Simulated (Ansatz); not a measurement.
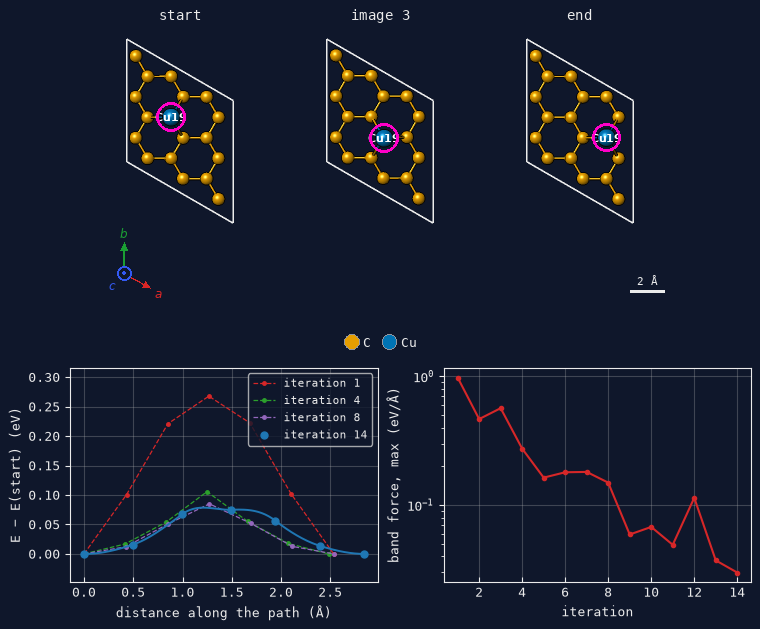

A search for the minimum-energy path of Cu on graphene monolayer (19 atoms in the cell) by the nudged elastic band. Images are numbered from 0 (start) to 6 (end). The plot follows the band through its iterations. The picture is a ball-and-stick view of the simulation cell, with the vacuum cut short (origin moved), seen along the c axis. The moving atom is ringed, with any periodic copies. Bonds to atoms that aren't drawn are left out.

Method: DFT r2SCAN, scalar-relativistic, plane waves, PAW (Ansatz).

Input
```yaml
crystal:
  lattice:
    - [7.398, 0.0, 0.0]
    - [-3.699, 6.406856, 0.0]
    - [0.0, 0.0, 12.0]
  atoms:
    - { symbol: C, position: [0.00806697, 0.00483236, 0.08062194], spin: 0.06 }
    - { symbol: C, position: [0.23005362, 0.11582359, 0.08088917] }
    - { symbol: C, position: [0.00883983, 0.33705725, 0.0840228], spin: 0.07 }
    - { symbol: C, position: [0.23046428, 0.44910136, 0.08147101], spin: -0.06 }
    - { symbol: C, position: [0.00883811, 0.67337202, 0.08409151], spin: 0.07 }
    - { symbol: C, position: [0.23045868, 0.78296357, 0.08152149], spin: -0.06 }
    - { symbol: C, position: [0.34104243, 0.00484986, 0.08065571], spin: 0.06 }
    - { symbol: C, position: [0.56287154, 0.11537464, 0.08144781], spin: -0.06 }
    - { symbol: C, position: [0.34104558, 0.33779125, 0.08064425], spin: 0.06 }
    - { symbol: C, position: [0.56286044, 0.44909168, 0.08143472], spin: -0.06 }
    - { symbol: C, position: [0.34139374, 0.67149493, 0.08165768], spin: 0.06 }
    - { symbol: C, position: [0.56338366, 0.78249667, 0.08148059] }
    - { symbol: C, position: [0.67439124, 0.00447936, 0.08162934], spin: 0.06 }
    - { symbol: C, position: [0.89676116, 0.11538213, 0.08143533], spin: -0.06 }
    - { symbol: C, position: [0.67248619, 0.33703005, 0.0840847], spin: 0.07 }
    - { symbol: C, position: [0.8967405, 0.44914203, 0.09087946] }
    - { symbol: C, position: [0.67437662, 0.67151462, 0.0816037], spin: 0.06 }
    - { symbol: C, position: [0.89675676, 0.78299224, 0.08144119], spin: -0.06 }
    - { symbol: Cu, position: [-0.10417043, 0.44989037, 0.261487], spin: 0.08 }
magnetization:
  spin_polarized: true
basis:
  ecutwfc: 500.0
kpoints:
  mp_grid: { grid: [2, 2, 1] }
hamiltonian:
  xc: r2scan
scf:
  occupations: { method: gaussian, width: 0.05 }
  lower_state_search: "off"
neb:
  images: 5
  f_tol: 0.03
  initial_path: idpp
  max_iterations: 15
  final_atoms:
    - { symbol: C, position: [0.00772457, 0.00447936, 0.08162934] }
    - { symbol: C, position: [0.23009449, 0.11538213, 0.08143533] }
    - { symbol: C, position: [0.00581952, 0.33703005, 0.0840847] }
    - { symbol: C, position: [0.23007383, 0.44914203, 0.09087946] }
    - { symbol: C, position: [0.00770995, 0.67151462, 0.0816037] }
    - { symbol: C, position: [0.23009009, 0.78299224, 0.08144119] }
    - { symbol: C, position: [0.3414003, 0.00483236, 0.08062194] }
    - { symbol: C, position: [0.56338695, 0.11582359, 0.08088917] }
    - { symbol: C, position: [0.34217316, 0.33705725, 0.0840228] }
    - { symbol: C, position: [0.56379761, 0.44910136, 0.08147101] }
    - { symbol: C, position: [0.34217144, 0.67337202, 0.08409151] }
    - { symbol: C, position: [0.56379201, 0.78296357, 0.08152149] }
    - { symbol: C, position: [0.67437576, 0.00484986, 0.08065571] }
    - { symbol: C, position: [0.89620487, 0.11537464, 0.08144781] }
    - { symbol: C, position: [0.67437891, 0.33779125, 0.08064425] }
    - { symbol: C, position: [0.89619377, 0.44909168, 0.08143472] }
    - { symbol: C, position: [0.67472707, 0.67149493, 0.08165768] }
    - { symbol: C, position: [0.89671699, 0.78249667, 0.08148059] }
    - { symbol: Cu, position: [0.2291629, 0.44989037, 0.261487] }
  order_check: false
```

Launched with:
```bash
ansatz run input.yaml --threads 4 --pin off --max-ram 10240MiB --backend cpu --events-out ev --progress --plain --runs-dir out
```

Q: How did the profile develop, and is the result final?

A: The run is converged, with reservations. The band converged in 14 iterations. The largest component of the band force went from 0.98 to 0.03 eV/Å. The climbing image converged on the top of the path. Its curvatures weren't checked. The first iteration put the highest image at 0.268 eV. The two ends have the same energy, and the highest point, image 3, lies 0.075 eV above the start.

Limits of the set-up: the k-point mesh is coarse for a cell with partly filled bands; the periodic images lie only 7.4 Å apart, so the values are limited by the cell's size.

The run took 57 min on 4 threads of AMD EPYC 7B13 (Zen 3), with other jobs on the host, peak memory 7.1 GiB.
